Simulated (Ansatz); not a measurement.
**LaAs (Fm-3m): Grüneisen parameters**

Wanted: mode Grüneisen parameters of LaAs (Fm-3m).

Program: Ansatz 0.2.0. Level of theory: DFT PBEsol, scalar-relativistic, plane waves, PAW; PAW set soft_1. Results are calculated unless marked as measured.

### 1. The structure

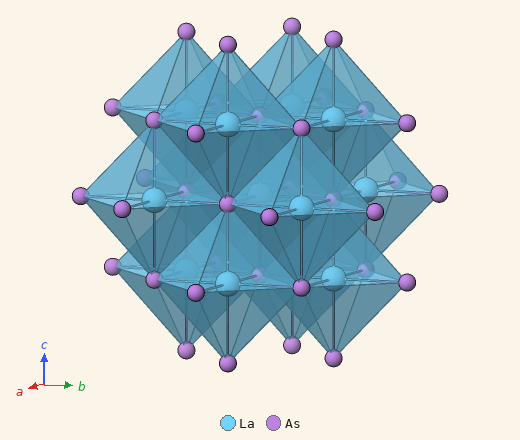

The cell as given, slightly off an axis (lanthanum blue, arsenic purple). This picture shows the conventional cell, with its axes. Some periodic images of atoms are drawn too.

### 2. The dispersion

The cell comes from relaxations at this level that are not shown. Stability and thermal properties need the whole zone. Linear response on a 4×4×4 q mesh gives force constants as far as a supercell of that size would.

Input file input.yaml:

```yaml
crystal:
  lattice:
    - [0.0, 3.0551744597, 3.0551744597]
    - [3.0551744597, 0.0, 3.0551744597]
    - [3.0551744597, 3.0551744597, 0.0]
  atoms:
    - { symbol: La, position: [0.5, 0.5, 0.5] }
    - { symbol: As, position: [0.0, 0.0, 0.0] }
kpoints:
  mp_grid: { grid: [12, 12, 12] }
hamiltonian:
  xc: pbesol
  pseudopotentials: { kind: paw, azcp: { folder: soft_1 }, xc_functional: pbe }
scf:
  occupations: { method: methfessel_paxton, width: 0.2 }
output:
  eigenvalues: true
phonons:
  method: dfpt
  qmesh: [4, 4, 4]
  temperatures: { t_max: 1000, t_step: 50 }
  qpath:
    path:
      - [[0.0, 0.0, 0.0], [0.5, 0.0, 0.5], [0.625, 0.25, 0.625]]
      - [[0.375, 0.375, 0.75], [0.0, 0.0, 0.0], [0.5, 0.5, 0.5], [0.5, 0.25, 0.75], [0.5, 0.0, 0.5]]
    npoints: 10
```

On the command line:

```bash
> ansatz run input.yaml --threads 4 --pin off --max-ram 10240MiB --backend cpu --events-out ev --progress --plain --runs-dir out
```

Numbers of over 12 decimals in the logs are rounded to 6 here.

Log:

```text
Engine: ansatz 0.2.0, aarch64-unknown-linux-gnu
Pseudopotentials: kind: paw
Pseudopotential: La, paw, valence charge 11, recommended cutoff 420 eV (normal), soft_1/La.paw.azcp
Pseudopotential: As, paw, valence charge 15, recommended cutoff 420 eV (normal), soft_1/As.paw.azcp
Functional definition: PBEsol
  exchange = pbesol_x
  correlation = pbesol_c
Crystal: 2 atoms, lattice volume = 57.035 Å³
Basis set: ecut = 420 eV, 1139 PW (Γ), exchange–correlation on 60×60×60 points (8 copies of the dense FFT grid, shifted against one another)
Bands: 17, of which v1, the nominal top of the filled ones, is band 13 counted from 1 (12 counted from 0)
Symmetry: 48 space group operations
k-points: 72 of 1728
Non-local potential: La, projectors of the file, l = 0: 3, l = 1: 2, l = 2: 2, l = 3: 3
Non-local potential: As, projectors of the file, l = 0: 2, l = 1: 2, l = 2: 3, l = 3: 1
PAW form: soft (Blöchl's): semilocal exchange-correlation on the pseudo side does not see the compensation charge
PAW frozen core: La, regenerated for the run's functional, and the local potential with it (the file was generated under x = pbe(κ = 0.804, μ = 0.219515), c = pbe(β = 0.066725))
PAW frozen core: As, regenerated for the run's functional, and the local potential with it (the file was generated under x = pbe(κ = 0.804, μ = 0.219515), c = pbe(β = 0.066725))
PAW one-centre angular grid: La, 590 points (default); XC on 64 Gauss nodes
PAW one-centre angular grid: As, 590 points (default); XC on 64 Gauss nodes
Initial density: superposition of atomic densities (chi_scale 0.1, normalization cell, long waves kept (reshape's long-wave potential 0.00 eV rms))
Initial wavefunctions: pseudopotential atomic-orbital guess
Functional: x = pbesol(κ = 0.804, μ = 0.123457), c = pbesol(β = 0.046)
SCF iter   1: F=—  HF=-10977.926876 eV  |F-HF|=—  |Δ(HF+E_count)|=         —  Δρ=3.71e-2  dr2=1.05e0  ethr=3.10e-3  ⟨swp⟩=3.6  Hψ=4496  notcnv=0
preconditioner: auto → Kerker (q_TF=auto, 2.393 Å⁻¹)  [metal: Δε(μ)=0.095 eV  Ē_g=10.544 eV  σ=0.200 eV  W_gap=0.38  n_scr=14 (ndim 8)  ℏωp=18.4 eV  f_vac=0.000  D(μ)=0.30/eV (n_scr^D=0)]
SCF iter   2: F=—  HF=-10977.653525 eV  |F-HF|=—  |Δ(HF+E_count)|=   2.73e-1  S|Δr|=    0.00e0  Δρ=2.03e-2  dr2=2.35e-1  ethr=3.10e-3  ⟨swp⟩=3.6  Hψ=3040  notcnv=0
SCF iter   3: F=—  HF=-10977.580077 eV  |F-HF|=—  |Δ(HF+E_count)|=   7.34e-2  S|Δr|=    0.00e0  Δρ=6.79e-3  dr2=2.54e-2  ethr=9.04e-4  ⟨swp⟩=2.0  Hψ=2449  notcnv=0
SCF iter   4: F=—  HF=-10977.573590 eV  |F-HF|=—  |Δ(HF+E_count)|=   6.49e-3  S|Δr|=    0.00e0  Δρ=2.33e-3  dr2=5.58e-3  ethr=9.78e-5  ⟨swp⟩=2.0  Hψ=2311  notcnv=0
SCF iter   5: F=—  HF=-10977.573400 eV  |F-HF|=—  |Δ(HF+E_count)|=   1.89e-4  S|Δr|=    0.00e0  Δρ=8.67e-4  dr2=7.08e-4  ethr=2.15e-5  ⟨swp⟩=2.8  Hψ=2194  notcnv=0
SCF iter   6: F=—  HF=-10977.573397 eV  |F-HF|=—  |Δ(HF+E_count)|=   3.78e-6  S|Δr|=    0.00e0  Δρ=1.96e-4  dr2=3.04e-5  ethr=2.72e-6  ⟨swp⟩=2.3  Hψ=2162  notcnv=0
SCF iter   7: F=—  HF=-10977.573398 eV  |F-HF|=—  |Δ(HF+E_count)|=   1.02e-6  S|Δr|=    0.00e0  Δρ=4.02e-5  dr2=9.65e-7  ethr=1.17e-7  ⟨swp⟩=2.0  Hψ=2159  notcnv=0
SCF iter   8: F=—  HF=-10977.573398 eV  |F-HF|=—  |Δ(HF+E_count)|=   4.78e-7  S|Δr|=    0.00e0  Δρ=5.86e-6  dr2=2.33e-8  ethr=3.71e-9  ⟨swp⟩=2.6  Hψ=1983  notcnv=0
SCF iter   9: F=—  HF=-10977.573398 eV  |F-HF|=—  |Δ(HF+E_count)|=  3.17e-10  S|Δr|=    0.00e0  Δρ=7.50e-7  dr2=2.65e-10  ethr=8.96e-11  ⟨swp⟩=2.0  Hψ=2166  notcnv=0
SCF iter  10: F=-10977.573398 eV  HF=-10977.573398 eV  |F-HF|=1.82e-12  |Δ(HF+E_count)|=  8.91e-11  S|Δr|=    0.00e0  Δρ=6.09e-8  dr2=1.31e-12  ethr=1.00e-12  ⟨swp⟩=5.4  Hψ=7120  notcnv=0
SCF 1 converged in 10 iterations: F = -10977.573398 eV  dr2 = 1.31e-12
  greatest PAW one-centre occupation: 0.999 electrons in one spin orbital (limit 2), on the As atom at site 1 (counted from 0), in its partial waves of l = 2
Initial density: read from a saved state, or passed on in memory by an earlier SCF of this step, an earlier step, the calling program or the single point that the run made first
iter 1 solved again at ethr=5.03e-8 eV; its pass at ethr=3.10e-3 eV (dr2=1.31e-5 eV) is discarded
SCF iter   1: F=—  HF=-10977.573398 eV  |F-HF|=—  |Δ(HF+E_count)|=         —  Δρ=2.80e-7  dr2=1.47e-11  ethr=5.03e-8  ⟨swp⟩=3.4  Hψ=9039  notcnv=0
eigensolver tolerance schedule: the retry pair's looser diagonalisation over-reported the residual by 892145.97 of it (diagonalisation noise at an unbounded share of the residual, at the tolerance the schedule requests for it); recorded, not acted on — ethr = c·dr2/N_el stays at c = 1.0e-1
preconditioner: auto → Kerker (q_TF=auto, 2.393 Å⁻¹)  [metal: Δε(μ)=0.102 eV  Ē_g=10.975 eV  σ=0.200 eV  W_gap=0.39  n_scr=14 (ndim 8)  ℏωp=18.4 eV  f_vac=0.000  D(μ)=0.17/eV (n_scr^D=0)]
SCF iter   2: F=—  HF=-10977.573398 eV  |F-HF|=—  |Δ(HF+E_count)|=   4.02e-7  S|Δr|=    0.00e0  Δρ=1.50e-7  dr2=6.98e-12  ethr=1.00e-12  ⟨swp⟩=2.2  Hψ=5777  notcnv=0
SCF iter   3: F=-10977.573398 eV  HF=-10977.573398 eV  |F-HF|=1.82e-12  |Δ(HF+E_count)|=    0.00e0  S|Δr|=    0.00e0  Δρ=1.05e-7  dr2=2.82e-12  ethr=1.00e-12  ⟨swp⟩=2.0  Hψ=3061  notcnv=0
SCF 2 converged in 3 iterations: F = -10977.573398 eV  dr2 = 2.82e-12
phonons: the bands overlap, so this run is a metal and interpolates without the dipole-dipole term. If the crystal is really an insulator or semiconductor, its LO-TO splitting is missing
NSCF: frozen V_eff on 72 k-points
NSCF: frozen V_eff on 163 k-points
DFPT response loops at q = (0, 0, 0) (fractional): preconditioner auto → Kerker (q_TF=auto, 2.393 Å⁻¹) (partly filled bands, converged f_vac=0.000); β = 1.00, the filter's whole step (`scf.mixing.beta` (0.50) is not read by the response loops under this deck's `scf.mixing.preconditioner`; to damp them name `kerker` or `kerker_dos`, under which they read `scf.mixing.beta`, and type it under 1.00, their step now; both keys bind the ground state too); Broyden in place of MSR1
NSCF: frozen V_eff on 1872 k-points
DFPT response loops at q = (0, 0, 0.25) (fractional): mixed as the last ones told, above
NSCF: frozen V_eff on 952 k-points
DFPT response loops at q = (0, 0, -0.5) (fractional): mixed as the last ones told, above
NSCF: frozen V_eff on 1020 k-points
DFPT response loops at q = (0, 0.25, 0.25) (fractional): mixed as the last ones told, above
NSCF: frozen V_eff on 3456 k-points
DFPT response loops at q = (0, 0.25, -0.5) (fractional): mixed as the last ones told, above
NSCF: frozen V_eff on 1872 k-points
DFPT response loops at q = (0, 0.25, -0.25) (fractional): mixed as the last ones told, above
NSCF: frozen V_eff on 560 k-points
DFPT response loops at q = (0, -0.5, -0.5) (fractional): mixed as the last ones told, above
NSCF: frozen V_eff on 1020 k-points
DFPT response loops at q = (0.25, -0.5, -0.25) (fractional): mixed as the last ones told, above
SCF converged after 10 iterations
Stability not checked: this state was not tested for a lower state beside it, because cold or Methfessel-Paxton smearing, or corrected tetrahedra, fill the levels in a way that the test cannot read (fill_not_monotonic; see scf.lower_state_search)
Free energy (F): -10977.573398 eV
Harris-Foulkes:  -10977.573398 eV  (|F-HF|=1.82e-12)
Internal energy: -10977.575389 eV  (E = F + TS)
E sigma→0 (E₀):  -10977.573896 eV
Entropy (-TS):   0.001991 eV (0.995 meV/atom)
Fermi energy:    9.819322 eV
Step filling:    the computed levels leave a gap of 0.0000 eV = 0.0 smearing widths at the electron count; against every level under it full and every level over it empty, smearing changes F+E_penalty+E_count by +0.513 meV and its σ→0 estimate by +0.016 meV
--- Per-component energies (eV) ---
  E_band       = -269.182516
  E_kinetic    = 283.973723
  E_local      = -2465.141721  (includes V_loc(G=0)·N_el)
  E_nonlocal   = -303.090971
  E_hartree    = 1311.179285
  E_xc         = -212.520334
  E_vxc        = -219.291957  (∫ρ·V_xc dr)
  E_paw        = -7300.169955  (= ΣΔE_a)
  E_vpaw       = -187.990179  (= ΣTr[D̂ρ^β])
  E_aug_tail   = -0.000009  (compensation charges beyond the density's cutoff)
  E_ewald      = -2292.940873
  E_core_change = 1.135466  (= ΣΔE_core)
  E_smearing   = 0.001991  (= −TS)
  E_closure    = -0.000000  (closes the sum)
  Σ components = -10977.573398   (vs F -10977.573398, Δ=0.00e0)
--- Band table (eV; the first three rows and the last of 72) ---
  k-point 0: bands = [... 9 lower, -0.0870, 9.9573, 9.9573, 9.9573, 11.4691, 11.4691, 11.4691, 12.2405]
  k-point 1: bands = [... 9 lower, 0.0049, 9.5622, 9.7265, 9.7265, 11.4676, 11.5655, 11.5655, 12.3480]
  k-point 2: bands = [... 9 lower, 0.2546, 8.7607, 9.2530, 9.2530, 11.4745, 11.7984, 11.7984, 12.5220]
  k-point 71: bands = [... 9 lower, 0.6622, 8.0701, 8.6987, 8.6987, 11.9079, 11.9079, 12.5679, 12.5679]
--- Phonons (Γ-DFPT): 2 representative perturbations + reference (Σ response iterations 6) ---
  ASR residual: 4.739e-5 → 0.000e0 eV/Å²; symmetrization residual: 1.260e-6 eV/Å²
  ASR residual per site (eV/Å²): 4.74e-5 1.18e-5
  Γ frequencies (cm⁻¹): 0.00 0.00 0.00 125.72 125.72 125.72
--- Phonons (arbitrary-q DFPT): 8 irreducible q on the 4×4×4 mesh ---
  q = [0.0000, 0.0000, 0.0000] (star 1, of the zone-centre solve; hermiticity 8.91e-7, symmetrization 9.66e-12): -0.00 0.00 0.00 125.72 125.72 125.72
  q = [0.0000, 0.0000, 0.2500] (star 8, 2 solved perturbations on 936 of 1728 k-point pairs; hermiticity 6.54e-8, symmetrization 2.92e-12): 66.57 66.57 95.48 139.35 139.35 188.81
  q = [0.0000, 0.0000, -0.5000] (star 4, 2 solved perturbations on 476 of 1728 k-point pairs; hermiticity 1.06e-13, symmetrization 1.64e-12): 99.31 99.31 136.08 136.08 160.54 168.59
  q = [0.0000, 0.2500, 0.2500] (star 6, 4 solved perturbations in 1608 linear systems a pass and spin channel, the states on 510 of 1728 k-point pairs; hermiticity 3.33e-7, symmetrization 1.29e-12): 52.08 52.08 113.19 139.12 139.12 165.41
  q = [0.0000, 0.2500, -0.5000] (star 24, 4 solved perturbations in 5328 linear systems a pass and spin channel, the states on 1728 of 1728 k-point pairs; hermiticity 3.49e-7, symmetrization 1.37e-12): 89.97 101.39 122.41 137.49 148.41 163.98
  q = [0.0000, 0.2500, -0.2500] (star 12, 4 solved perturbations in 2892 linear systems a pass and spin channel, the states on 936 of 1728 k-point pairs; hermiticity 5.46e-7, symmetrization 2.10e-12): 75.35 99.57 136.75 137.22 150.78 167.94
  q = [0.0000, -0.5000, -0.5000] (star 3, 4 solved perturbations in 886 linear systems a pass and spin channel, the states on 280 of 1728 k-point pairs; hermiticity 9.59e-7, symmetrization 5.00e-13): 77.73 77.73 111.63 133.74 133.74 152.31
  q = [0.2500, -0.5000, -0.2500] (star 6, 4 solved perturbations in 1544 linear systems a pass and spin channel, the states on 510 of 1728 k-point pairs; hermiticity 6.53e-7, symmetrization 7.01e-13): 95.65 95.65 125.40 147.96 150.91 150.91
  sum rule: each row above includes the acoustic sum rule's correction from the zone centre's row sums; it moved no ω² by more than (0.30 cm⁻¹)²
  mesh force constants: q→R imaginary residual 2.44e-18; ASR residual 4.739e-5 → 0.000e0 eV/Å²; symmetrization residual 2.665e-15 eV/Å²
  interpolated dispersion: 62 rows × 6 modes
  density of states and harmonic sums: on the 20×20×20 q-mesh, interpolated from the force constants of a 4×4×4 supercell (no non-analytic term)
  largest difference from the sums on the solved wave vectors: F 1.29e-2 eV, S 1.69e-5 and C_V 4.01e-6 eV/K
  zero-point energy: 0.045902 eV/cell   skipped modes (ω ≤ 0): 3   left out of the sums: 6.25e-5 of the cell's modes: C_V's classical limit lies that fraction below 3 k_B per atom; for a crystal, a wire or a layer, F and S can be off by more, and a phonons.interpolated_qmesh denser along its periods is the remedy for the sampling
```

Run time: 6.9 min. Hardware: 4 threads of Arm Neoverse V1, shared host; peak memory 4.4 GiB; 27 min of CPU time.

Numbers from this step:

* volume per atom: 28.52 Å³
* gap on the k-mesh: 0 eV
* sum-rule residual before enforcement: 4.74e-5 eV/Å²
* lowest frequency on the path: 0 cm⁻¹
* point group: m-3m
* highest frequency on the path or at a solved wavevector: 194 cm⁻¹
* mean frequency: 123.4 cm⁻¹
* Debye temperature (second moment): 237 K
* logarithmic mean frequency: 118 cm⁻¹
* highest optical mode at the zone centre (no LO-TO term): 125.7 cm⁻¹
* lowest optical zone-centre mode: 125.7 cm⁻¹
* lowest mode on the q mesh (acoustic modes at Γ apart): 52.08 cm⁻¹
* zero-point energy per atom: 22.95 meV
* heat capacity at 300 K: 24.18 J/(mol atoms K)
* vibrational entropy at 300 K: 39.53 J/(mol atoms K)

Frequencies (cm⁻¹) solved at each irreducible wavevector; negative means imaginary. Frequencies by wavevector, by row:

| q in reciprocal lattice units | star | mode 1 | mode 2 | mode 3 | mode 4 | mode 5 | mode 6 |
| --- | --- | --- | --- | --- | --- | --- | --- |
| 0 0 0 | 1 | 0 | 0 | 0 | 125.7 | 125.7 | 125.7 |
| 0 0 0.25 | 8 | 66.6 | 66.6 | 95.5 | 139.3 | 139.3 | 188.8 |
| 0 0 -0.5 | 4 | 99.3 | 99.3 | 136.1 | 136.1 | 160.5 | 168.6 |
| 0 0.25 0.25 | 6 | 52.1 | 52.1 | 113.2 | 139.1 | 139.1 | 165.4 |
| 0 0.25 -0.5 | 24 | 90 | 101.4 | 122.4 | 137.5 | 148.4 | 164 |
| 0 0.25 -0.25 | 12 | 75.3 | 99.6 | 136.8 | 137.2 | 150.8 | 167.9 |
| 0 -0.5 -0.5 | 3 | 77.7 | 77.7 | 111.6 | 133.7 | 133.7 | 152.3 |
| 0.25 -0.5 -0.25 | 6 | 95.7 | 95.7 | 125.4 | 148 | 150.9 | 150.9 |

Symmetry leaves 8 wavevectors to solve. The lowest mode among them, the acoustic zeros apart, lies at q = (0, 0.25, 0.25) and is real, 52.1 cm⁻¹.

### 3. Relaxing at another volume, volume ratio 0.97

The volume is scaled by 0.97 and held; symmetry leaves nothing to relax, so this is a single point. The modes can then be followed against volume.

input.yaml, the sections that differ from step 2:

```yaml
crystal:
  lattice:
    - [0.0, 3.0243120016, 3.0243120016]
    - [3.0243120016, 0.0, 3.0243120016]
    - [3.0243120016, 3.0243120016, 0.0]
  atoms:
    - { symbol: La, position: [0.5, 0.5, 0.5] }
    - { symbol: As, position: [0.0, 0.0, 0.0] }
output:
  forces: true
  stress: true
  eigenvalues: true
# kpoints, hamiltonian, scf: as in step 2
# phonons: removed
```

Log:

```text
[...]
Crystal: 2 atoms, lattice volume = 55.324 Å³
Basis set: ecut = 420 eV, 1067 PW (Γ), exchange–correlation on 60×60×60 points (8 copies of the dense FFT grid, shifted against one another)
Bands: 17, of which v1, the nominal top of the filled ones, is band 13 counted from 1 (12 counted from 0)
Symmetry: 48 space group operations
[...]
k-points: 72 of 1728
[...]
--- Band table (eV; the first three rows and the last of 72) ---
  k-point 0: bands = [... 9 lower, 0.2328, 10.3540, 10.3540, 10.3540, 11.8565, 11.8565, 11.8565, 12.7175]
  k-point 1: bands = [... 9 lower, 0.3338, 9.9514, 10.1117, 10.1117, 11.8618, 11.9586, 11.9586, 12.8316]
  k-point 2: bands = [... 9 lower, 0.6068, 9.1337, 9.6185, 9.6185, 11.8773, 12.2066, 12.2066, 13.0209]
  k-point 71: bands = [... 9 lower, 1.0218, 8.4119, 9.1021, 9.1021, 12.3482, 12.3482, 13.0774, 13.0774]
[key lines of the parts left out:]
SCF converged after 8 iterations
Free energy (F): -10977.561438 eV
Fermi energy:    10.203760 eV
P = ⅓ Tr σ = 2.2979 GPa (22.979 kbar)
```

It took 1.4 s on 4 threads; peak memory 0.41 GiB; 4.7 s of CPU time.

This step gave:

- pressure: 2.298 GPa
- volume per atom: 27.66 Å³

The run ends at a pressure of 2.30 GPa.

### 4. Phonons at the other volume, volume ratio 0.97

The phonons are repeated at this volume on the same k and q meshes.

input.yaml: that of step 3 with these lines changed.

```diff
@@ -16,4 +16,11 @@
 output:
-  forces: true
-  stress: true
   eigenvalues: true
+phonons:
+  method: dfpt
+  qmesh: [4, 4, 4]
+  temperatures: { t_max: 1000, t_step: 50 }
+  qpath:
+    path:
+      - [[0.0, 0.0, 0.0], [0.5, 0.0, 0.5], [0.625, 0.25, 0.625]]
+      - [[0.375, 0.375, 0.75], [0.0, 0.0, 0.0], [0.5, 0.5, 0.5], [0.5, 0.25, 0.75], [0.5, 0.0, 0.5]]
+    npoints: 10
```

Log:

```text
[...]
Crystal: 2 atoms, lattice volume = 55.324 Å³
Basis set: ecut = 420 eV, 1067 PW (Γ), exchange–correlation on 60×60×60 points (8 copies of the dense FFT grid, shifted against one another)
Bands: 17, of which v1, the nominal top of the filled ones, is band 13 counted from 1 (12 counted from 0)
Symmetry: 48 space group operations
k-points: 72 of 1728
[...]
SCF iter   1: F=—  HF=-10977.917265 eV  |F-HF|=—  |Δ(HF+E_count)|=         —  Δρ=3.77e-2  dr2=1.03e0  ethr=3.10e-3  ⟨swp⟩=3.8  Hψ=4632  notcnv=0
[...]
SCF iter  10: F=-10977.561438 eV  HF=-10977.561438 eV  |F-HF|=3.64e-12  |Δ(HF+E_count)|=  6.91e-11  S|Δr|=    0.00e0  Δρ=6.15e-8  dr2=1.75e-12  ethr=1.00e-12  ⟨swp⟩=5.9  Hψ=7487  notcnv=0
the search or the solves at the SCF's close seem to have found levels that the self-consistency loop had missed (the run counts 1). By its estimate they hold under 1e-12 electrons; where the run keeps them, the occupations were computed again with them
SCF 1 converged in 10 iterations: F = -10977.561438 eV  dr2 = 1.75e-12
[...]
SCF iter   3: F=-10977.561438 eV  HF=-10977.561438 eV  |F-HF|=7.28e-12  |Δ(HF+E_count)|=  1.09e-11  S|Δr|=    0.00e0  Δρ=1.07e-7  dr2=4.07e-12  ethr=1.00e-12  ⟨swp⟩=3.2  Hψ=3152  notcnv=0
SCF 2 converged in 3 iterations: F = -10977.561438 eV  dr2 = 4.07e-12
[...]
NSCF: frozen V_eff on 72 k-points
[...]
SCF converged after 10 iterations
[...]
Free energy (F): -10977.561438 eV
[...]
Internal energy: -10977.563382 eV  (E = F + TS)
E sigma→0 (E₀):  -10977.561924 eV
Entropy (-TS):   0.001943 eV (0.972 meV/atom)
Fermi energy:    10.203731 eV
[...]
--- Band table (eV; the first three rows and the last of 72) ---
  k-point 0: bands = [... 9 lower, 0.2327, 10.3539, 10.3539, 10.3539, 11.8565, 11.8565, 11.8565, 12.7176]
  k-point 1: bands = [... 9 lower, 0.3337, 9.9513, 10.1117, 10.1117, 11.8618, 11.9586, 11.9586, 12.8317]
  k-point 2: bands = [... 9 lower, 0.6067, 9.1336, 9.6185, 9.6185, 11.8773, 12.2066, 12.2066, 13.0210]
  k-point 71: bands = [... 9 lower, 1.0217, 8.4119, 9.1020, 9.1020, 12.3483, 12.3483, 13.0775, 13.0775]
[...]
ASR residual: 4.955e-5 → 0.000e0 eV/Å²; symmetrization residual: 1.172e-6 eV/Å²
  ASR residual per site (eV/Å²): 4.95e-5 1.90e-5
  Γ frequencies (cm⁻¹): 0.00 0.00 0.00 134.70 134.70 134.70
--- Phonons (arbitrary-q DFPT): 8 irreducible q on the 4×4×4 mesh ---
[...]
interpolated dispersion: 62 rows × 6 modes
[...]
```

The job ended after 6.8 min (4 threads; peak memory 4.3 GiB).

Numbers from this step:

```yaml
sum_rule_residual_before_enforcement: 4.95e-5 eV/Å²
highest_frequency_on_the_path_or_at_a_solved_wavevector: 199.9 cm⁻¹
mean_frequency: 129.3 cm⁻¹
debye_temperature_second_moment: 249 K
logarithmic_mean_frequency: 123.2 cm⁻¹
highest_optical_mode_at_the_zone_centre_no_lo_to_term: 134.7 cm⁻¹
lowest_optical_zone_centre_mode: 134.7 cm⁻¹
lowest_mode_on_the_q_mesh_acoustic_modes_at_gamma_apart: 51.51 cm⁻¹
zero_point_energy_per_atom: 24.04 meV
heat_capacity_at_300_k: 24.10 J/(mol atoms K)
vibrational_entropy_at_300_k: 38.48 J/(mol atoms K)
```

Frequencies (cm⁻¹) solved at each irreducible wavevector; negative means imaginary. Frequencies by wavevector, by row:

| q in reciprocal lattice units | star | mode 1 | mode 2 | mode 3 | mode 4 | mode 5 | mode 6 |
| --- | --- | --- | --- | --- | --- | --- | --- |
| 0 0 0 | 1 | 0 | 0 | 0 | 134.7 | 134.7 | 134.7 |
| 0 0 0.25 | 8 | 70.5 | 70.5 | 98.7 | 147.9 | 147.9 | 194.8 |
| 0 0 -0.5 | 4 | 106.2 | 106.2 | 143.1 | 143.1 | 166.3 | 174.1 |
| 0 0.25 0.25 | 6 | 51.5 | 51.5 | 121.1 | 149 | 149 | 169.8 |
| 0 0.25 -0.5 | 24 | 93 | 104.9 | 125 | 146.8 | 158.1 | 172 |
| 0 0.25 -0.25 | 12 | 74.8 | 107 | 143.5 | 143.8 | 161.2 | 173 |
| 0 -0.5 -0.5 | 3 | 77.5 | 77.5 | 111.9 | 144.8 | 144.8 | 163.5 |
| 0.25 -0.5 -0.25 | 6 | 95.5 | 95.5 | 131.9 | 154.7 | 161.7 | 161.7 |

The highest optical mode at the zone centre (no LO-TO term) is 134.7 cm⁻¹, +9.0 cm⁻¹ against the base run.

(Part 1 of 2 ends here.)

[Logs are printed without paths, hosts, clocks, repeated set-up lines and the standing remarks that a program may print on its own settings, such as how far it seeks lower states.]

[Hosts, paths, dates, database ids (printed as entryN), source tags and the programs' standing remarks are cut or masked in the printed files.]
